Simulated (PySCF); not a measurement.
**CoO₂Br: relaxation and vibrations of the triplet**

The task is one start of a wider search on CoO₂Br: the triplet, from a trigonal planar start. It is relaxed, tested by its Hessian and followed downhill if it is a saddle.

Method: PBE0, basis Co def2-TZVP, O def2-TZVP, Br def2-TZVP, no relativity, density fitting; program: PySCF 2.14.0.

## Step 1: Starting geometry

4 atoms, charge 0, spin multiplicity 3.

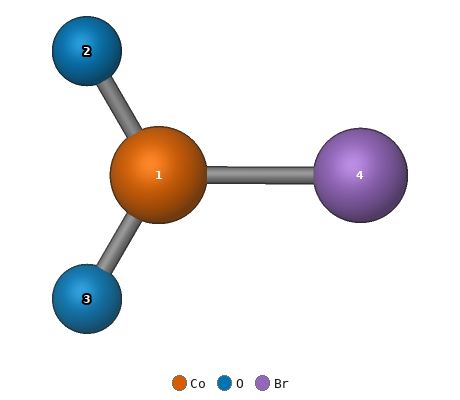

As it starts; cobalt orange, oxygen blue, bromine purple; atoms are numbered from 1 in the order of the file.

```xyz
4
charge 0 multiplicity 3
Co    0.0000    0.0000    0.0000
O    -0.8000    1.3856    0.0000
O    -0.8000   -1.3856    0.0000
Br    2.2500    0.0000    0.0000
```

## Step 2: First SCF at the start

The steps below are one call of a driver around PySCF. For each, scf.py gives the equivalent set-up of the SCF; relaxations use the driver's own optimiser. After this first run the driver tries any further starts and a stability analysis.

Input file scf.py:

```python
from pyscf import gto, scf, dft
mol = gto.M(atom='''
Co     0.000000     0.000000     0.000000
O     -0.800000     1.385600     0.000000
O     -0.800000    -1.385600     0.000000
Br     2.250000     0.000000     0.000000''',
    basis={'Co': 'def2-TZVP', 'O': 'def2-TZVP', 'Br': 'def2-TZVP'},
    charge=0, spin=2)
mf = dft.UKS(mol, xc='PBE0')
mf.grids.atom_grid = (50, 194)
aux = {'Co': 'def2-universal-JKFIT', 'O': 'def2-universal-JKFIT', 'Br': 'def2-universal-JKFIT'}
mf = mf.density_fit(auxbasis=aux)
mf.conv_tol = 1e-08
mf.diis_space = 10
mf.max_cycle = 60
mf.init_guess = 'minao'
mf.verbose = 4
mf.kernel()
```

Started as:

```bash
> OMP_NUM_THREADS=4 python axn.py task.json out
```

Log:

```text
[... the frontier levels of the middle cycles are left out ...]
init E= -4104.72274079151
[... the frontier-level lines of each cycle are left out ...]
cycle= 1 E= -4089.76884204801  delta_E=   15  |g|= 5.76  |ddm|=  8.5
cycle= 2 E= -4017.63951110638  delta_E= 72.1  |g|= 16.6  |ddm|= 13.7
cycle= 3 E= -4075.02732483408  delta_E= -57.4  |g|= 11.3  |ddm|= 7.13
cycle= 4 E= -4085.75779917342  delta_E= -10.7  |g|= 9.17  |ddm|= 2.52
cycle= 5 E= -4089.16685449931  delta_E= -3.41  |g|= 7.24  |ddm|=  3.9
cycle= 6 E= -4093.70671155788  delta_E= -4.54  |g|= 6.51  |ddm|= 3.82
cycle= 7 E= -4097.25086369364  delta_E= -3.54  |g|= 5.14  |ddm|= 3.69
cycle= 8 E= -4102.24168051083  delta_E= -4.99  |g|=  3.9  |ddm|= 2.18
cycle= 9 E= -4103.4111563385  delta_E= -1.17  |g|= 3.11  |ddm|= 1.71
cycle= 10 E= -4105.24522537819  delta_E= -1.83  |g|= 2.32  |ddm|= 1.48
cycle= 11 E= -4105.91209833578  delta_E= -0.667  |g|=  1.7  |ddm|=  0.3
cycle= 12 E= -4106.4684823767  delta_E= -0.556  |g|= 0.736  |ddm|= 0.656
cycle= 13 E= -4106.58884802592  delta_E= -0.12  |g|= 0.152  |ddm|= 0.289
cycle= 14 E= -4106.59534842615  delta_E= -0.0065  |g|= 0.0378  |ddm|= 0.0869
[... 3 cycles left out ...]
cycle= 18 E= -4106.59733810434  delta_E= -0.000632  |g|= 0.00718  |ddm|= 0.0352
cycle= 19 E= -4106.5974024647  delta_E= -6.44e-05  |g|= 0.00415  |ddm|= 0.0197
cycle= 20 E= -4106.59742393658  delta_E= -2.15e-05  |g|= 0.00211  |ddm|= 0.00961
cycle= 21 E= -4106.5974317332  delta_E= -7.8e-06  |g|= 0.00112  |ddm|= 0.00381
cycle= 22 E= -4106.59743972171  delta_E= -7.99e-06  |g|= 0.000707  |ddm|= 0.00504
cycle= 23 E= -4106.59744557174  delta_E= -5.85e-06  |g|= 0.000907  |ddm|= 0.0044
cycle= 24 E= -4106.59745399591  delta_E= -8.42e-06  |g|= 0.00046  |ddm|= 0.00788
cycle= 25 E= -4106.59745924063  delta_E= -5.24e-06  |g|= 0.000438  |ddm|= 0.00835
cycle= 26 E= -4106.59746057072  delta_E= -1.33e-06  |g|= 0.000346  |ddm|= 0.00289
cycle= 27 E= -4106.59746042017  delta_E= 1.51e-07  |g|= 0.000326  |ddm|= 0.000313
cycle= 28 E= -4106.59745995988  delta_E= 4.6e-07  |g|= 0.000288  |ddm|= 0.00259
cycle= 29 E= -4106.5974600471  delta_E= -8.72e-08  |g|= 0.00029  |ddm|= 0.000833
cycle= 30 E= -4106.59746006254  delta_E= -1.54e-08  |g|= 6.02e-05  |ddm|= 0.00132
cycle= 31 E= -4106.59746007168  delta_E= -9.14e-09  |g|= 3.74e-05  |ddm|= 0.000374
Extra cycle  E= -4106.59746006971  delta_E= 1.97e-09  |g|= 7.96e-05  |ddm|= 9.03e-05
converged SCF energy = -4106.59746006971  <S^2> = 2.0961916  2S+1 = 3.0634566
```

This step, with its further starts and checks, ran for 60 s (4 threads of Intel Xeon Platinum 8375C at 2.90GHz (Ice Lake), shared host).

Energies from each starting density:

| start | energy (Eh) |
| --- | --- |
| the minimal-basis guess | -4106.597460 |
| a thermally smeared density | -4106.668479 |
| a smeared PBE density | -4106.668479 |

This is not the lowest solution: one lies 187.8 kJ/mol lower, at -4106.66900 Eh, and the relaxation starts from that.

## Step 3: Trigonal planar start, triplet: relaxation

The program finds C2v symmetry in the start, which this walk keeps. Threshold on the gradient: 0.0003 Eh/bohr, with a further test on the energy change.

scf.py: that of step 2 with these lines changed.

```diff
@@ -3,4 +3,4 @@
-Co     0.000000     0.000000     0.000000
-O     -0.800000     1.385600     0.000000
-O     -0.800000    -1.385600     0.000000
-Br     2.250000     0.000000     0.000000''',
+Co    -0.894802     0.000000     0.000000
+O     -1.694802     1.385600     0.000000
+O     -1.694802    -1.385600     0.000000
+Br     1.355198     0.000000     0.000000''',
@@ -16 +15,0 @@
-mf.init_guess = 'minao'
```

Steps of the walk:

| step | energy (Eh) | change (kJ/mol) | largest symmetric gradient (Eh/bohr) |
| --- | --- | --- | --- |
| 0 | -4106.668997 | 0.00 | 0.02225 |
| 1 | -4106.672136 | -8.24 | 0.01213 |
| 2 | -4106.672788 | -9.96 | 0.00496 |
| 3 | -4106.672879 | -10.19 | 0.00179 |
| 4 | -4106.672894 | -10.23 | 0.00029 |
| 5 | -4106.672895 | -10.23 | 0.00020 |

The walk took 44 s.

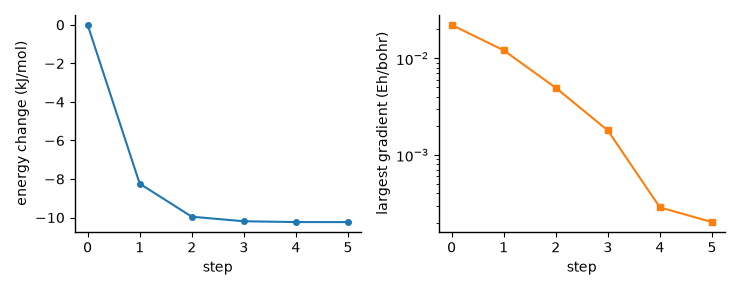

Energy and largest gradient along the walk.

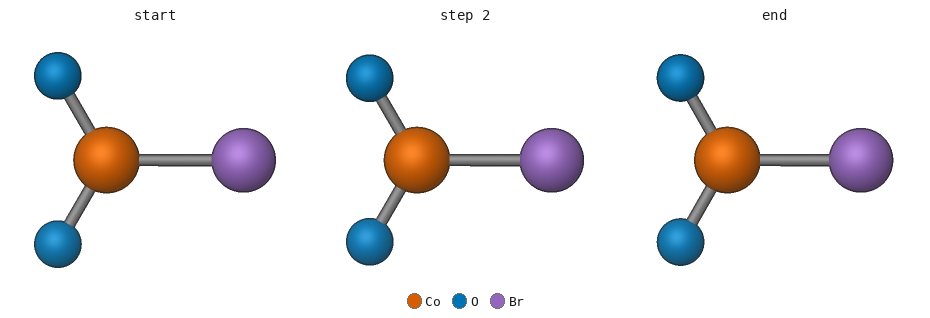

The geometry along the walk, at one scale.

It settles in C2v symmetry, 10.2 kJ/mol below the start, after 5 steps: Co–Br 2.192 Å, Co–O 1.555 Å (×2); Br–Co–O 119.7° (×2), O–Co–O 120.7°.

## Step 4: Hessian and properties

On the finer grid the gradient is checked again; gradients at displacements of ±0.02 bohr then give force constants and infrared intensities.

scf.py: that of step 3 with these lines changed.

```diff
@@ -3,4 +3,4 @@
-Co    -0.894802     0.000000     0.000000
-O     -1.694802     1.385600     0.000000
-O     -1.694802    -1.385600     0.000000
-Br     1.355198     0.000000     0.000000''',
+Co    -0.873833     0.000000     0.000000
+O     -1.642910     1.351109     0.000000
+O     -1.642910    -1.351109     0.000000
+Br     1.318457     0.000000     0.000000''',
@@ -10 +10 @@
-mf.grids.atom_grid = (50, 194)
+mf.grids.atom_grid = (75, 302)
@@ -13 +13 @@
-mf.conv_tol = 1e-08
+mf.conv_tol = 1e-10
```

This SCF starts from the last density.

Log of the central SCF (cycles and frontier levels):

```text
init E= -4106.67276042724
[... the frontier-level lines of each cycle are left out ...]
cycle= 1 E= -4106.67276042403  delta_E= 3.21e-09  |g|= 0.000122  |ddm|= 4.11e-05
cycle= 2 E= -4106.67276028712  delta_E= 1.37e-07  |g|= 0.000806  |ddm|= 0.000246
cycle= 3 E= -4106.67276042699  delta_E= -1.4e-07  |g|= 2.85e-05  |ddm|= 0.000209
cycle= 4 E= -4106.6727604273  delta_E= -3.04e-10  |g|= 9e-06  |ddm|= 1.65e-05
cycle= 5 E= -4106.67276042735  delta_E= -4.73e-11  |g|= 9.76e-07  |ddm|= 5.19e-06
Extra cycle  E= -4106.67276042734  delta_E= 1e-11  |g|= 5.71e-06  |ddm|= 2.17e-06
converged SCF energy = -4106.67276042734  <S^2> = 2.0389448  2S+1 = 3.0258518
```

The whole step took 2.4 min.

Geometry: C2v; Co–Br 2.192 Å, Co–O 1.555 Å (×2); Br–Co–O 119.6° (×2), O–Co–O 120.7°.

Harmonic modes (main isotopes):

```
symmetry  ω (cm⁻¹)  IR (km/mol)  μ (u)     type
      b1       141         16.5  25.52     bend
      b2       156          0.2  21.36     bend
      a1       261          3.7  24.05    mixed
      a1       386         12.5  30.10    mixed
      a1      1001         43.7  17.76  stretch
      b2      1004         79.0  20.42  stretch
```

μ is the mass of the mode for normalised Cartesian displacements, not the reduced mass of the usual diatomic formula.

Every mode is real; the point is a minimum.

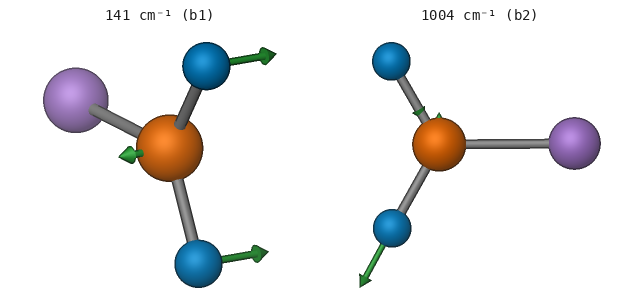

Displacements of 2 of the modes, as arrows (one member where a mode is degenerate).

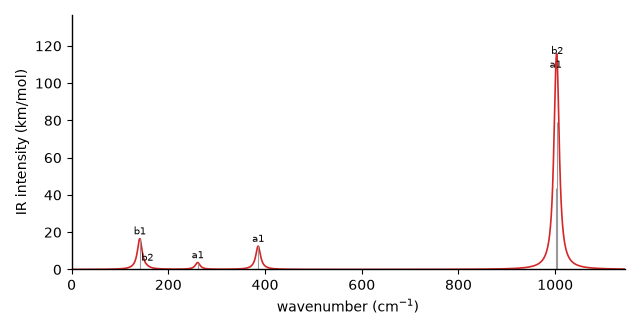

The harmonic infrared spectrum (widths in cm⁻¹). Lines are broadened to a width of 12 cm⁻¹ (Lorentzian).

Properties at this point:

| Item | Value |
| --- | --- |
| Dipole moment | 1.28 D |
| Highest occupied level | -9.32 eV |
| Lowest empty level | -5.43 eV |
| Rotational constants | 0.2887, 0.06278, 0.05156 cm⁻¹ |
| Zero-point energy | 17.6 kJ/mol |
| Principal polarisabilities | 32.0, 56.6, 78.7 bohr³ |
| Atomisation energy without zero-point energy | 884 kJ/mol |
| Principal traceless quadrupole moments about the centre of mass | -2.92, -0.17, 3.10 D Å |
| Entropy at 298.15 K and 1 bar (electronic part: spin only) | 323.5 J/(mol K) |
| Heat capacity Cp at 298.15 K | 65.9 J/(mol K) |
| Enthalpy at 298.15 K above 0 K | 15.59 kJ/mol |
| Rotational symmetry number | 2 |
| Spin squared ⟨S²⟩ | 2.039 |

Populations by atom (charges in e):

```json
{"atom": "Co1", "Mulliken": "0.93", "Löwdin": "-0.05", "polar tensor": "1.05", "spin (Mulliken)": "1.27", "Mayer order to Co1": "–"}
{"atom": "O2,3", "Mulliken": "-0.39", "Löwdin": "-0.11", "polar tensor": "-0.39", "spin (Mulliken)": "0.33", "Mayer order to Co1": "1.68"}
{"atom": "Br4", "Mulliken": "-0.16", "Löwdin": "0.26", "polar tensor": "-0.27", "spin (Mulliken)": "0.06", "Mayer order to Co1": "1.08"}
```

Outer orbital energies (eV). α occupied: -13.30, -11.28, -11.01, -10.59, -10.20, -9.70, -9.41, -9.35; empty: -5.43, -5.04, 0.45, 2.46. β occupied: -12.83, -11.80, -10.99, -10.65, -10.55, -9.85, -9.64, -9.32; empty: -5.08, -4.57, -4.33, -4.23.

Mulliken populations on Co1: s 6.42, p 12.40, d 7.24, f 0.00.

## Step 5: Summary of results

| quantity | value |
| --- | --- |
| minimum | triplet, C2v |
| geometry | Co–Br 2.192 Å, Co–O 1.555 Å (×2); Br–Co–O 119.6° (×2), O–Co–O 120.7° |
| wavenumbers (cm⁻¹) | 141 (b1), 156 (b2), 261 (a1), 386 (a1), 1001 (a1), 1004 (b2) |
| dipole moment | 1.28 D |
| highest occupied, lowest empty level (either spin) | -9.32, -5.43 eV |
| polar-tensor charge of Co1 | +1.05 e |
| zero-point energy | 17.6 kJ/mol |
| entropy at 298.15 K | 323.5 J/(mol K) |
| atomisation energy (no zero-point energy) | 884 kJ/mol |
| ⟨S²⟩ | 2.039 |

What this shows: The trigonal planar start keeps its C2v symmetry and ends in a minimum. The strongest infrared band lies at 1004 cm⁻¹ (b2, stretch). Most of the spin sits on Co1 (Mulliken spin 1.27, against 2 for the whole molecule). The first SCF alone would have been 188 kJ/mol too high. Only this shape and spin were tried, so other structures or states may lie lower. Open d and f shells are described by one determinant, and the ground state may have another occupation or spin.

The search up to here took 4.1 min.
